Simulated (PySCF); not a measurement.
# CH5AlN− (SMILES C=[N][AlH3-]): MP2/x2c-TZVPall (sfX2C)

What is the vertical ionisation energy of CH5AlN− at MP2/x2c-TZVPall (sfX2C)? Input form: a Python script.

The results are computed with PySCF 2.14.0.

### Step 1. The system as given

The species is CH5AlN− (8 atoms), meant as a singlet with charge -1. SMILES: `C=[N][AlH3-]`. Geometry: a GFN2-xTB relaxation, a rough one for these elements and not checked as a minimum.

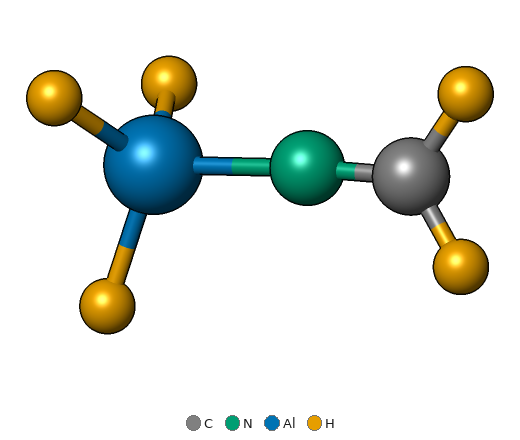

The structure, seen from a chosen angle (carbon grey, nitrogen teal, aluminium blue, hydrogen amber).

### Step 2. The energy at MP2/x2c-TZVPall (sfX2C)

The input, run.py:

```python
from pyscf import gto, scf, mp

system = gto.M(
    atom=[
    ('C', (-0.801790, 0.941220, -1.205740)),
    ('N', (-0.209220, 0.303130, -0.333330)),
    ('Al', (0.624430, -0.733290, 0.935160)),
    ('H', (-1.404700, 0.478220, -2.018860)),
    ('H', (-0.795360, 2.052650, -1.271550)),
    ('H', (0.009940, -0.330160, 2.376980)),
    ('H', (0.368550, -2.304300, 0.642130)),
    ('H', (2.208160, -0.407470, 0.875200)),
],
    charge=-1,
    basis='x2c-tzvpall',
    verbose=4,
    max_memory=1860,
)

mf = scf.RHF(system)
mf = mf.x2c()
mf.conv_tol = 1e-10
mf.kernel()
if not mf.converged:
    mf = mf.newton().run(mf.mo_coeff, mf.mo_occ)

pt = mp.MP2(mf, frozen=7).run()
e_final = pt.e_tot
print('Final energy', e_final)
```

Started as:

```
OMP_NUM_THREADS=1 python run.py
```

The log of the run:

```text
PySCF version 2.14.0

[INPUT] num. atoms = 8
[INPUT] num. electrons = 32
[INPUT] charge = -1
[INPUT] spin (= nelec alpha-beta = 2S) = 0
[INPUT] symmetry False subgroup None
[INPUT] Mole.unit = angstrom
[INPUT] Symbol           X                Y                Z      unit          X                Y                Z       unit  Magmom
[INPUT]  1 C     -0.801790000000   0.941220000000  -1.205740000000 AA   -1.515163509415   1.778648022963  -2.278518377433 Bohr   0.0
[INPUT]  2 N     -0.209220000000   0.303130000000  -0.333330000000 AA   -0.395368499782   0.572832680139  -0.629902409101 Bohr   0.0
[INPUT]  3 Al     0.624430000000  -0.733290000000   0.935160000000 AA    1.180001683962  -1.385717269882   1.767196282648 Bohr   0.0
[INPUT]  4 H     -1.404700000000   0.478220000000  -2.018860000000 AA   -2.654498287177   0.903704827290  -3.815092483839 Bohr   0.0
[INPUT]  5 H     -0.795360000000   2.052650000000  -1.271550000000 AA   -1.503012570434   3.878946329588  -2.402881253691 Bohr   0.0
[INPUT]  6 H      0.009940000000  -0.330160000000   2.376980000000 AA    0.018783877678  -0.623911977286   4.491841203569 Bohr   0.0
[INPUT]  7 H      0.368550000000  -2.304300000000   0.642130000000 AA    0.696458563208  -4.354495908835   1.213449836367 Bohr   0.0
[INPUT]  8 H      2.208160000000  -0.407470000000   0.875200000000 AA    4.172817639220  -0.770006703977   1.653888304219 Bohr   0.0

nuclear repulsion = 91.305207637544
number of shells = 22
number of NR pGTOs = 195
number of NR cGTOs = 129
basis = x2c-tzvpall
ecp = {}

******** <class 'pyscf.x2c.sfx2c1e.sfX2C1eRHF'> ********
method = sfX2C1eRHF
initial guess = minao
damping factor = 0
level_shift factor = 0
DIIS = <class 'pyscf.scf.diis.CDIIS'>
diis_start_cycle = 1
diis_space = 8
diis_damp = 0
SCF conv_tol = 1e-10
SCF conv_tol_grad = None
SCF max_cycles = 50
direct_scf = True
direct_scf_tol = 1e-13

******** <class 'pyscf.x2c.sfx2c1e.SpinFreeX2CHelper'> ********
approx = 1e
xuncontract = 1
Set gradient conv threshold to 1e-05
Initial guess from minao.
init E= -337.515973727549
  HOMO = -0.204757007673571  LUMO = 0.0115946859862959  gap/eV = 5.88723
cycle= 1 E= -337.583767041007  delta_E= -0.0678  |g|= 0.489  |ddm|= 1.98
  HOMO = -0.0804705449304279  LUMO = 0.277923568252286  gap/eV = 9.75240
cycle= 2 E= -337.63104533653  delta_E= -0.0473  |g|= 0.377  |ddm|= 0.802
  HOMO = -0.144660881407901  LUMO = 0.284960387397602  gap/eV = 11.69059
cycle= 3 E= -337.660986511538  delta_E= -0.0299  |g|= 0.051  |ddm|= 0.347
  HOMO = -0.149305608237967  LUMO = 0.283025388430941  gap/eV = 11.76433
cycle= 4 E= -337.662576422981  delta_E= -0.00159  |g|= 0.0148  |ddm|= 0.0834
  HOMO = -0.151290241179744  LUMO = 0.283255479431383  gap/eV = 11.82459
cycle= 5 E= -337.662752090874  delta_E= -0.000176  |g|= 0.00834  |ddm|= 0.0357
  HOMO = -0.151411286477412  LUMO = 0.283321718728908  gap/eV = 11.82969
cycle= 6 E= -337.662807515318  delta_E= -5.54e-05  |g|= 0.00349  |ddm|= 0.0222
  HOMO = -0.152460934456919  LUMO = 0.283138546311967  gap/eV = 11.85327
cycle= 7 E= -337.662816081002  delta_E= -8.57e-06  |g|= 0.000488  |ddm|= 0.012
  HOMO = -0.152504970575777  LUMO = 0.283127201719831  gap/eV = 11.85416
cycle= 8 E= -337.662816267404  delta_E= -1.86e-07  |g|= 7.34e-05  |ddm|= 0.0013
  HOMO = -0.152516889935541  LUMO = 0.283123140237946  gap/eV = 11.85437
cycle= 9 E= -337.662816271447  delta_E= -4.04e-09  |g|= 1.83e-05  |ddm|= 0.000176
  HOMO = -0.15251709738417  LUMO = 0.283123002499817  gap/eV = 11.85437
cycle= 10 E= -337.66281627168  delta_E= -2.33e-10  |g|= 5.41e-06  |ddm|= 4.89e-05
  HOMO = -0.152517085607236  LUMO = 0.283123025624384  gap/eV = 11.85437
cycle= 11 E= -337.662816271701  delta_E= -2.1e-11  |g|= 1.06e-06  |ddm|= 1.73e-05
  HOMO = -0.152517142010915  LUMO = 0.28312300418365  gap/eV = 11.85437
Extra cycle  E= -337.662816271702  delta_E= -7.96e-13  |g|= 4.68e-07  |ddm|= 2.29e-06
converged SCF energy = -337.662816271702

******** <class 'pyscf.mp.mp2.RMP2'> ********
nocc = 9, nmo = 122
frozen orbitals 7
E(RMP2) = -338.123369948269  E_corr = -0.460553676566699
E(SCS-RMP2) = -338.131047163336  E_corr = -0.46823089163347
E_corr(same-spin) = -0.0974232925921954
E_corr(oppo-spin) = -0.363130383974504
Final energy -338.12336994826893
```

It took 6.3 s on 1 thread of Arm Neoverse V1, shared host; peak memory 0.46 GiB.

### Step 3. Doublet neutral CH5AlN

The input, input.py:

```python
from pyscf import gto, mp

system = gto.Mole()
system.atom = [
    ('C', (-0.801790, 0.941220, -1.205740)),
    ('N', (-0.209220, 0.303130, -0.333330)),
    ('Al', (0.624430, -0.733290, 0.935160)),
    ('H', (-1.404700, 0.478220, -2.018860)),
    ('H', (-0.795360, 2.052650, -1.271550)),
    ('H', (0.009940, -0.330160, 2.376980)),
    ('H', (0.368550, -2.304300, 0.642130)),
    ('H', (2.208160, -0.407470, 0.875200)),
]
system.verbose = 3
system.basis = 'x2c-tzvpall'
system.spin = 1
system.max_memory = 1860
system.build()

mf = system.UHF()
mf = mf.x2c()
mf.conv_tol = 1e-10
mf.kernel()
if not mf.converged:
    mf = mf.newton().run(mf.mo_coeff, mf.mo_occ)

pt = mp.MP2(mf, frozen=7).run()
etot = pt.e_tot
print(f'total energy: {etot:.8f} hartree')
```

Started as:

```
OMP_NUM_THREADS=1 python input.py
```

The log of the run:

```text
converged SCF energy = -337.593796643081  <S^2> = 0.90438635  2S+1 = 2.1488475
E(UMP2) = -337.992884877155  E_corr = -0.399088234074679
E(SCS-UMP2) = -338.001763770837  E_corr = -0.407967127756806
total energy: -337.99288488 hartree
```

Wall time 13 s (1 thread of Arm Neoverse V1, shared host); peak memory 0.47 GiB.

### Step 4. Outcome

At MP2/x2c-TZVPall (sfX2C), 7 core orbitals frozen:

| quantity | value |
| --- | --- |
| singlet CH5AlN−: total energy | -338.12337 Eh |
| singlet CH5AlN−: HOMO energy (Hartree–Fock orbitals) | -4.15 eV |
| singlet CH5AlN−: LUMO energy (Hartree–Fock orbitals) | 7.70 eV |
| singlet CH5AlN−: HOMO–LUMO gap (to an unbound level, set by the basis) | 11.85 eV |
| singlet CH5AlN−: correlation energy (7 core orbitals frozen) | -460.6 mEh |
| doublet neutral CH5AlN: total energy | -337.99288 Eh |
| doublet neutral CH5AlN: dipole moment (Hartree–Fock density) | 8.56 D |
| doublet neutral CH5AlN: HOMO energy (Hartree–Fock orbitals) (highest over α and β) | -9.98 eV |
| doublet neutral CH5AlN: LUMO energy (Hartree–Fock orbitals) (lowest over α and β) | 0.05 eV |
| doublet neutral CH5AlN: correlation energy (7 core orbitals frozen) | -399.1 mEh |
| doublet neutral CH5AlN: ⟨S²⟩ of the reference determinant | 0.904 |
| vertical detachment energy (to the doublet neutral) | 3.551 eV |

**Reading.** Removing an electron at fixed nuclei costs 3.55 eV (343 kJ/mol). Mulliken charges (singlet CH5AlN−) of the mean-field density run from -0.41 on N2 to +0.29 on Al3. ⟨S²⟩ (doublet neutral CH5AlN) is 0.90 where a pure doublet has 0.75: the reference is spin-contaminated. Mulliken charges (doublet neutral CH5AlN) of the mean-field density run from -0.19 on H6 to +0.20 on Al3; they depend strongly on the basis.
